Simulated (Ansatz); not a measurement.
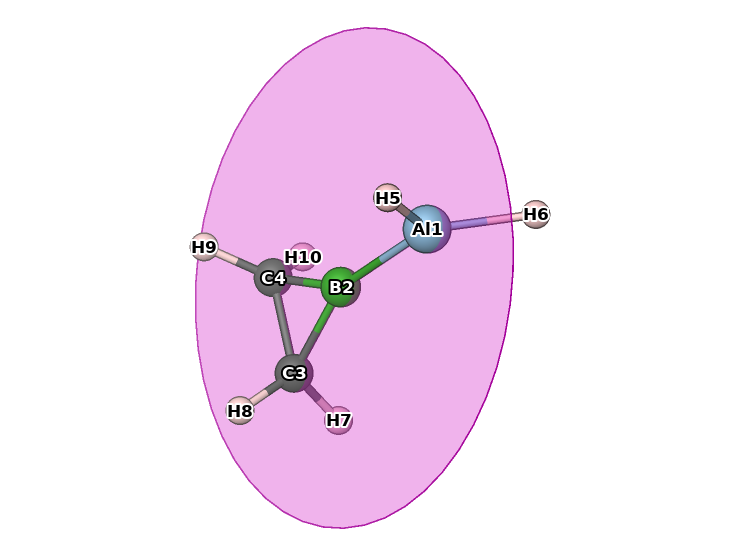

A disc through the centre of mass is drawn in. Atoms fade into the background with distance from the viewer. The geometry was computed by an optimisation with PBE-D4/def2-SVP. No frequency run is at hand to confirm it as a minimum.

**Is the plane of the disc a mirror plane of the structure?**

Yes. The reflection leaves Al1, B2, C3, C4 in place and moves H5 ↔ H6; H7 ↔ H8; H9 ↔ H10. The point group is C2v.
